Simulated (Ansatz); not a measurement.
The figure comes from a scan of AlN (zinc blende): a phonon pattern at X = (0.5, 0.5, 0.0) is frozen into a 4-atom cell, Q being the largest atomic displacement. Computed with PBE (plane waves to 420 eV, PAW, scalar-relativistic; Ansatz, a quantum-chemistry and plane-wave program). k mesh 13×13×13 (Γ-centred), Fermi-Dirac smearing 0.05 eV. Energies are smeared free energies. AlN was relaxed with its symmetry unable to fall. ΔE is measured from the undisplaced structure.

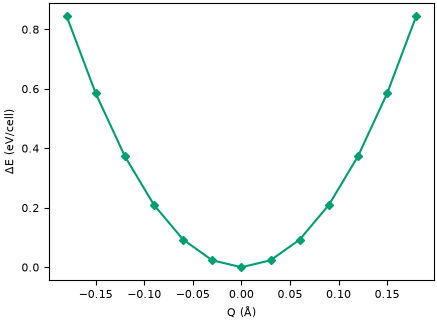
Figure. ΔE (eV/cell) against Q (Å); computed points joined by lines.

Task: Turn the plot into a table (rounded to what can be read).

Result: To the nearest 0.02:

```
Q (Å)   ΔE (eV/cell)
------  ------------
-0.180          0.84
-0.150          0.58
-0.120          0.38
-0.090          0.20
-0.060          0.10
-0.030          0.02
0.000           0.00
0.030           0.02
0.060           0.10
0.090           0.20
0.120           0.38
0.150           0.58
0.180           0.84
```

(A displaced cell: forces are minus the slopes of the energy, force constants its curvatures, and phonons follow from these.)
